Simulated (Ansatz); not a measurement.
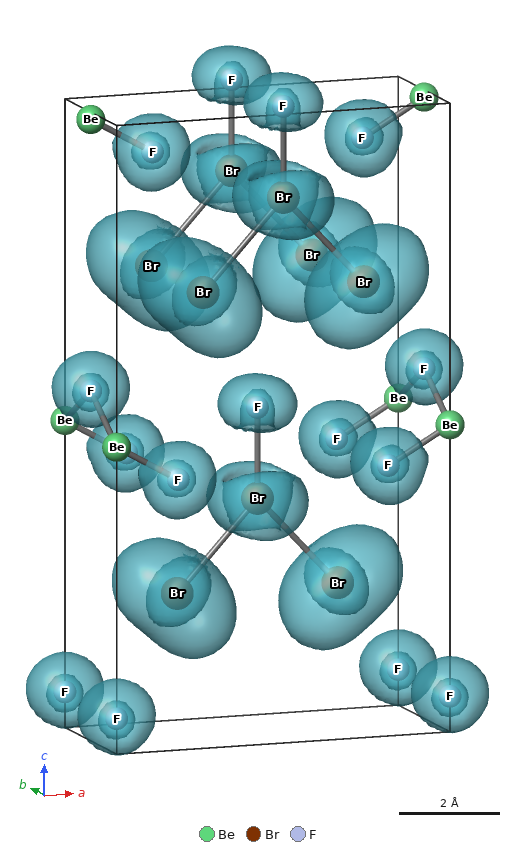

*BeBr$_{3}$F$_{4}$. Isosurface of the electron localisation function at 0.75 (cyan), seen slightly off an axis. Only the valence region is drawn (cores and ρ < 0.01 e/Å³ removed). Sticks mark near contacts.*

Space group Amm2; a structure from a database of computed crystals, not necessarily the ambient phase; a generated structure, not necessarily the stable one; computed without spin polarisation.

Theory: DFT PBE, scalar-relativistic, plane waves, PAW in Ansatz 0.2.0.

Core electrons are frozen (PAW), and the valence fields are smoothed inside the atomic spheres.

### Describe the localisation domains.

At this value the surface marks out six regions wrapped around Br (the valence shell of each) and eight regions wrapped around F (the valence shell of each), counted in one cell of 16 atoms. Any copies at cell faces, edges or corners count once. Profiles from the grid: Be–F (1.51 Å): the ELF peaks at about 0.80 in the valence shell of F, 0.6 Å from its nucleus, and is about 0.80 at the midpoint. Br–F (1.85 Å): the ELF peaks at about 0.70 in the valence shell of F, 0.5 Å from its nucleus, and drops to about 0.50 between the two atoms.
